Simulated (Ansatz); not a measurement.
## Electronic structure of C₂H₈BFOSi (SMILES CB(O)[SiH](C)F) in real space

```xyz
14

C    -0.0091   -0.2703    2.2452
B     0.4745    0.1631    0.8226
O     1.8019    0.3391    0.4912
Si   -0.7370    0.5392   -0.7619
C    -0.1766   -0.3345   -2.3502
F    -2.3238    0.0025   -0.3808
H    -0.7547    0.4370    2.6313
H    -0.5312   -1.2358    2.1813
H     0.7934   -0.3654    2.9891
H     2.4773    0.1983    1.1789
H    -0.8741    2.0232   -1.0192
H    -0.1758   -1.4211   -2.2198
H     0.8459   -0.0163   -2.5821
H    -0.8238   -0.0882   -3.1969
```

All numbers below come from Ansatz, RKS PBE0/6-31G.

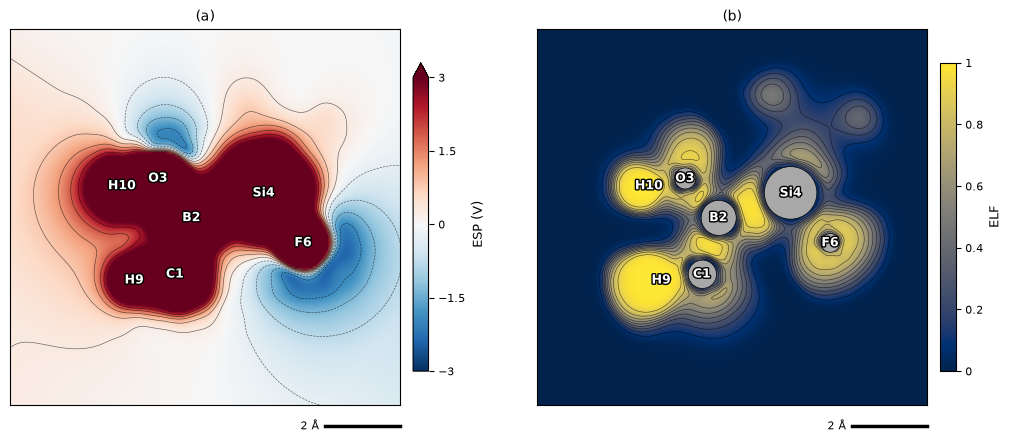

Figure 1. (a) electrostatic potential; (b) electron localisation function on the plane of atoms B2, C1 and H9. Grey discs cover the atomic cores in the ELF map.

Q: Describe what can be read from this map.

A:
- The section cuts through C, B, O, Si, F and H sites.
- B–O (1.38 Å): the ELF peaks at about 0.90 between the atoms; a shared but strongly polarised pair.
- C–B (1.56 Å): the ELF peaks at about 0.95 between the atoms: a shared electron pair.
- Si–F (1.72 Å): the ELF peaks at about 0.85 in the valence shell of F, 0.5 Å from its nucleus, and is about 0.40 at the midpoint.
- Si–B (2.03 Å): the ELF peaks at about 1 between the atoms; a shared electron pair.
- O–H (0.97 Å): the ELF climbs to about 1 towards the hydrogen, as it does in any bond to H; an ordinary covalent bond to hydrogen.
- The ELF also peaks beside F6 and O3, away from the bonds: lone-pair regions.
- Outside the dense part of the molecule the potential is most negative (−2.4 V) near F6.

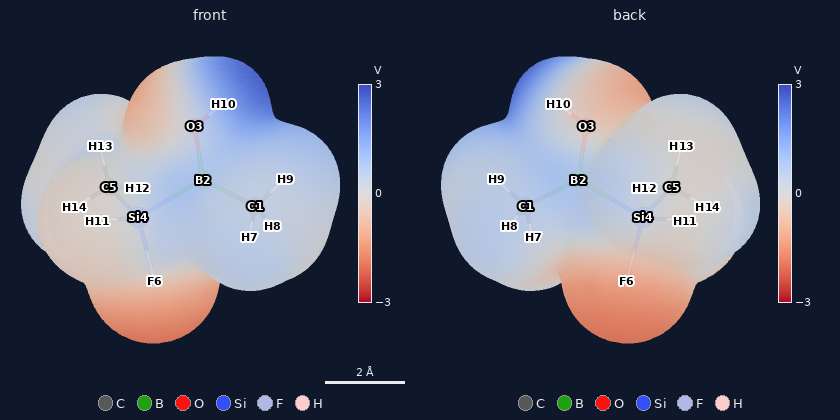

Figure 2. The molecular electrostatic potential painted on the density surface at 0.001 e/bohr³, seen from the front and from behind; the colour scale runs from red (negative) to blue (positive).

Q: Which sites attract a positive test charge, and which a negative one?

A: A positive charge is drawn to the negative regions and a negative charge to the positive ones. The most negative region (about −1.8 V, or −42 kcal/mol for a unit charge) lies over F6, the most positive (about +2.5 V, or +58 kcal/mol for a unit charge) over H10.

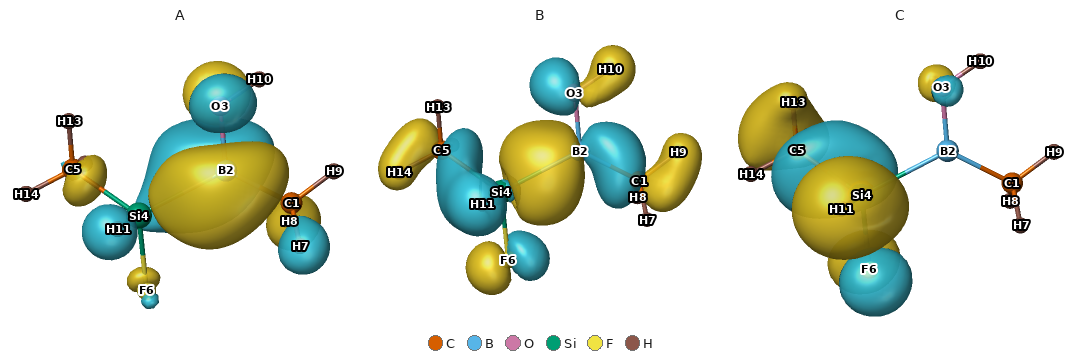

Figure 3. Three frontier orbitals at ±0.1 Å⁻³ᐟ² (yellow and cyan are the two phases), in no order.

Q: Which picture is the HOMO−1, the HOMO and the LUMO?

A: C is the HOMO−1 (−8.67 eV). Its weight (Hirshfeld) is mainly on C5 (about 25 %), F6 (about 25 %), Si4 (about 25 %) and H11 (about 20 %). B is the HOMO (−7.58 eV). By Hirshfeld shares it lies mainly on Si4 (about 25 %), B2 (about 25 %), C1 (about 10 %), F6 (about 10 %), O3 (about 10 %) and C5 (about 5 %). A is the LUMO (−0.48 eV). It lies mainly on B2 (about 45 %), O3 (about 15 %) and C1 (about 10 %).

Q: What is the HOMO–LUMO gap?

A: 7.10 eV between the orbital energies.

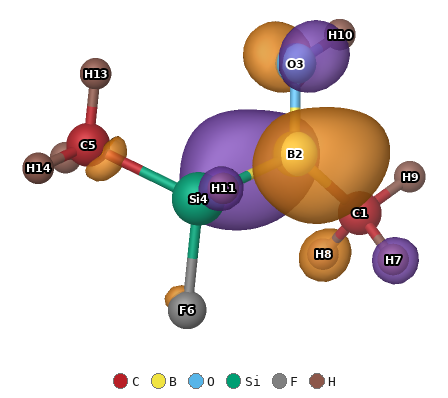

Figure 4. The LUMO at ±0.15 Å⁻³ᐟ² (orange and purple are the two phases), seen at a tilt.

Q: Describe this orbital and give its energy.

A: By Hirshfeld shares it lies mainly on B2 (about 45 %), O3 (about 15 %) and C1 (about 10 %). Its energy is −0.48 eV.
